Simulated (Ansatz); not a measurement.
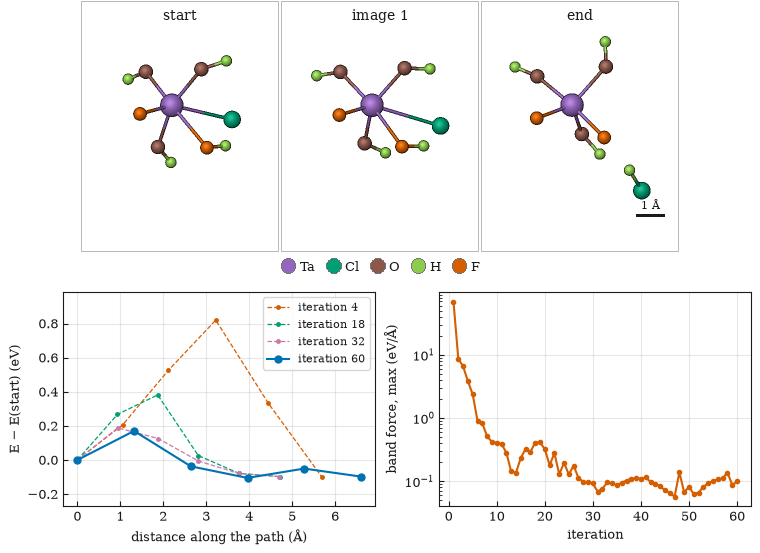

NEB run on TaH₄O₃ClF₂. Images are numbered from 0 (start) to 5 (end). The plot follows the band through its iterations. Style: ball-and-stick. Shown from a free direction.

The calculation used RKS PBE-D4/def2-SVP (Ansatz). Set-up: 4 movable images; no climbing image; force threshold 0.03 eV/Å; iteration limit 60; starting path through a guess of the saddle point.

Judge this run.

Answer. The result isn't final. The band hadn't converged when the run stopped after 60 iterations. The largest component of the band force went from 70 to 0.1 eV/Å. The barrier read from it is provisional: over the last two iterations the highest image moved from 0.149 eV to 0.170 eV. The first iteration put the highest image at 13.366 eV. The highest point, image 1, lies 0.170 eV above the start and 0.268 eV above the end; the end is at −0.097 eV relative to the start. Image 3 lies below both ends, at −0.105 eV, which may mean an intermediate minimum or an end that is no minimum. The profile has 2 maxima (images 1, 4) with a dip at image 3 (−0.105 eV), which on an unconverged band is provisional.

The run took 7.6 min on 4 threads of Arm Neoverse V1, on a shared host, peak memory 0.22 GiB.
